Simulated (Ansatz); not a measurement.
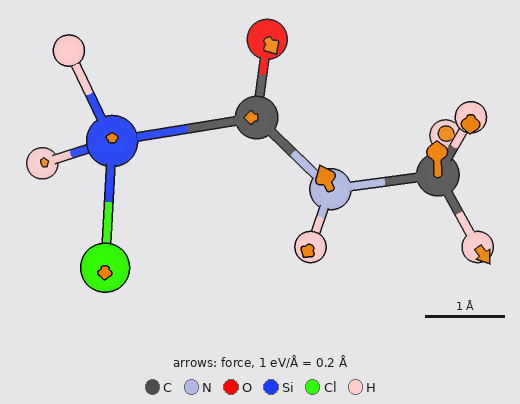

Starting geometry of C2H6ClNOSi with the computed forces as orange arrows. The picture is a ball-and-stick view, seen at a tilt.

The run prepares an end point of a later path (hydrogen shift) calculation, from a guessed geometry.

Method: Ansatz 0.2.0, RKS PBE0-D4/def2-SVP. Settings: no spin polarisation; force threshold 0.02 eV/Å; at most 50 steps.

**What follows when this structure is relaxed?**

It isn't relaxed: the largest force vector, on a C atom, is 3.56 eV/Å. The final displacements have little in common with the starting forces (cosine between the two patterns 0.11). Over 15 accepted moves (17 points after the start) the energy falls by 29.0 kJ/mol. The largest force component goes from 3 to 0.015 eV/Å. The line search rejected the trial steps at points 8, 10 of the run. An H atom moves most after the best rigid fit: 0.48 Å. Largest moves by element: H 0.48 Å, O 0.22 Å, Cl 0.14 Å, N 0.13 Å, C 0.09 Å, Si 0.03 Å. Near-neighbour distances that change, for instance: C–H 1.165 → 1.102 Å, Cl–Si 2.041 → 2.088 Å, C–H 1.060 → 1.102 Å, C–Si 1.939 → 1.911 Å. Bond angles that change, for instance: H–C–H 114.9° → 108.9°, N–C–H 105.8° → 111.6°, C–Si–H 113.4° → 109.1°. Groups turn about C–N by about 35°.
